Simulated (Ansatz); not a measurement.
Cost and result by functional for the adsorption energy of Cl on the 1x1 (0001) surface of hcp Sc, one in a 2x2 cell, started at the site 'hollow Sc-Sc-Sc', in Ansatz (plane waves, PAW). Single points on the PBE structure, on one kind of machine; costs are rough ratios of the slab run's core time (references not counted) to the cheapest single point. r2SCAN's cost holds its higher cutoff (500 against 420 eV). Differences are taken against r2SCAN for comparison alone: no measured value is at hand, so the table doesn't rank accuracy.

Set-up: 17 atoms, 7.6 Å thick at the start under the adsorbate (thin: gaps and levels are the slab's own); mesh 5x5x1; 0.1 eV smearing; dipole correction on; 8 atoms held, the rest relaxed; symmetry of the start imposed; no spin, no spin-orbit, no U, no dispersion correction. At the end it is bonded to 3 Sc. In PBE it is, or lies within 0.03 eV of, the lowest of the starts that converged. These notes are the PBE run's. Adsorption energies are against ½ Cl2(g). A negative adsorption energy means that the adsorbate is more stable on the surface than in its reference.

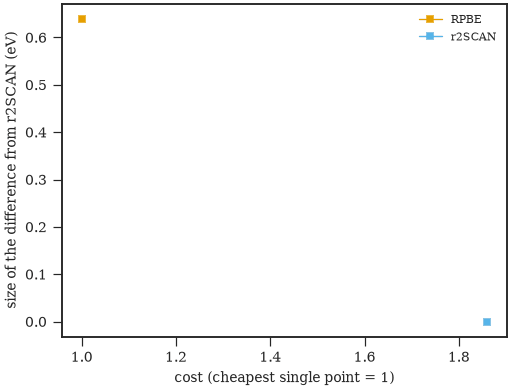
Difference from r2SCAN against cost

```
functional                     relative cost  adsorption energy (eV)  less r2SCAN (eV)
-----------------------------  -------------  ----------------------  ----------------
RPBE                                       1                   -3.66              0.64
r2SCAN                                     2                   -4.30              0.00
PBE (the relaxed run's value)              –                   -3.83              0.47
```

The values span 0.64 eV, while the single points' costs differ by a factor of roughly 2. Differences are of unrounded values.

Ansatz is a quantum-chemistry and plane-wave program.
